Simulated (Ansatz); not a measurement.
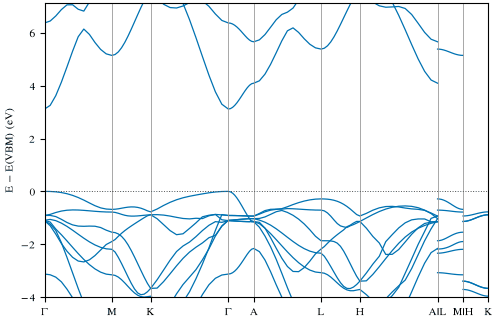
Figure: Band structure from the program Ansatz at the r²SCAN level (PAW)

Q: Read off the gap and where the band edges lie.

A: About 3.1 eV (3.12 eV by a search for the band edges); maximum at Γ, minimum at Γ.

The material is Ga2O3 (La2O3 or Ni2Al3 type, P-3m1).

The cell is a constructed one: a structure type filled with these elements; neither database checked (COD, Materials Project) lists it. It is not the phase usual at ambient conditions (space group No. 12, 167). The r²SCAN relaxation kept the symmetry of its start. At this level the phase is mechanically unstable. Spin–orbit coupling is left out wherever it is not named.

Potentials: the later of the program's two PAW sets.
